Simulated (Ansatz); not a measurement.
System: solid iodine. Method: rVV10 in Ansatz (plane waves, PAW).

Numerical settings: plane-wave cutoff 520 eV, 8×8×4 k mesh (along the axes of the cell as run), Fermi–Dirac smearing 0.01 eV, scalar-relativistic PAW data made under PBE.

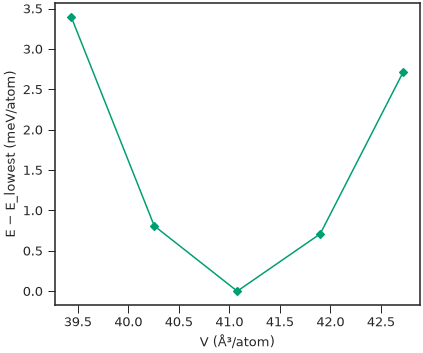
Total energy against volume

Question: From the curve, estimate the equilibrium volume and the bulk modulus.

Answer: V0 ≈ 41.1 Å³/atom and B0 ≈ 15 GPa; the fit gives V0 = 41.083 Å³/atom, B0 = 14.8 GPa, B′ = 6.9.

Shape and atoms are relaxed at each volume.

Note: the bulk modulus comes from volumes at which shape and atoms were relaxed.

Spin–orbit coupling is not included.

Computed values are for the static lattice.

Ansatz is an electronic-structure program.
